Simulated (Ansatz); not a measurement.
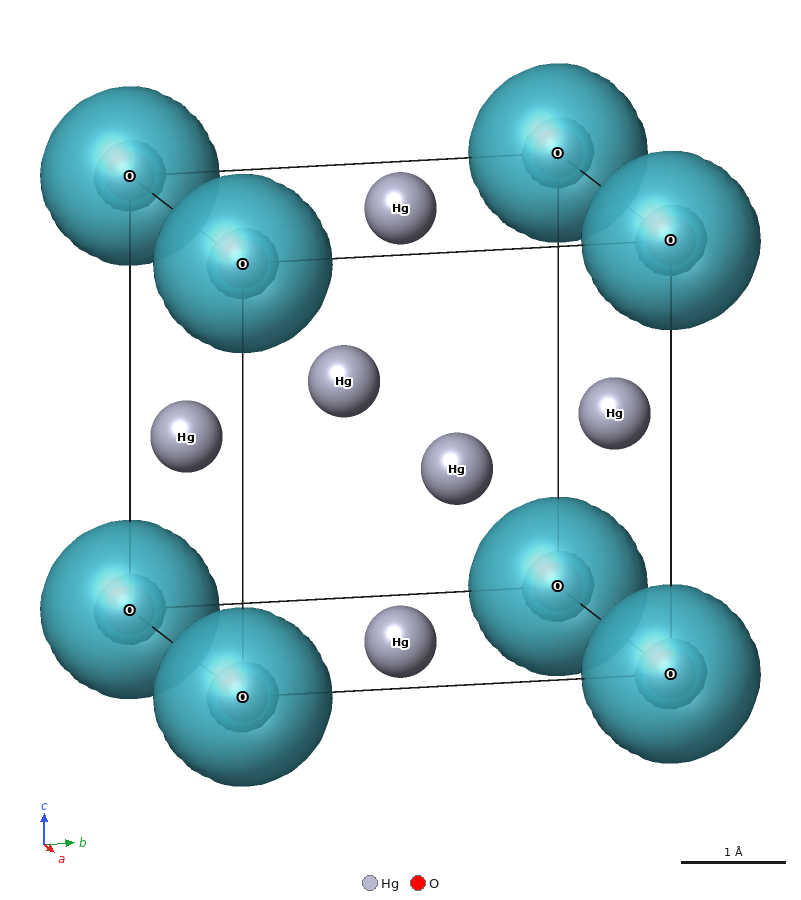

*Hg$_{3}$O. Isosurface of the electron localisation function at 0.7 (cyan), seen slightly off an axis. Core shells and regions of very low density are left out.*

Space group Pm-3m; started from the Cu3Au (L1_2)_221 prototype, which need not be the ambient phase.

Computed with DFT PBE, scalar-relativistic, plane waves, PAW (Ansatz 0.2.0).

Core electrons are frozen (PAW), and the valence fields are smoothed inside the atomic spheres.

The calculation's input:

```
crystal:
  lattice:
    - [4.324724172, 0.0, 0.0]
    - [0.0, 4.324724172, 0.0]
    - [0.0, 0.0, 4.324724172]
  atoms:
    - { symbol: Hg, position: [0.0, 0.5, 0.5] }
    - { symbol: Hg, position: [0.5, 0.0, 0.5] }
    - { symbol: Hg, position: [0.5, 0.5, 0.0] }
    - { symbol: O, position: [0.0, 0.0, 0.0] }
basis:
  ecutwfc: 420
kpoints:
  mp_grid: { grid: [12, 12, 12] }
hamiltonian:
  xc: pbe
scf:
  occupations: { method: gaussian, width: 0.1 }
output:
  forces: true
  stress: true
  eigenvalues: true
  write_density: true
  write_potential: true
  elf: true
  volumetric_format: npy
relax:
  adjacent_minimum: "off"
  f_tol: 0.01
  max_steps: 80
  cell: { stress_tol: 0.05 }
```

Command:

```sh
ansatz run input.yaml --threads 1 --pin off --max-ram 2560MiB --backend cpu --events-out ev --progress --plain --runs-dir out
```

Below, planes, directions and counts refer to the conventional cell (a = 4.28 Å, b = 4.28 Å, c = 4.28 Å, α = 90.00°, β = 90.00°, γ = 90.00°).

The fields are those of the run's last geometry, not of the input's.

Q: Where are the electrons localised?

A: The ELF exceeds this value in one region wrapped around O (its valence shell), counted in one cell of 4 atoms. Regions shared between cells count once. Profiles from the grid: Hg–Hg (3.02 Å): the ELF is about 0.20 at the midpoint: no localised pair shows between them. Hg–O (3.02 Å): the ELF is about 0.10 at the midpoint (no localised pair shows between them).
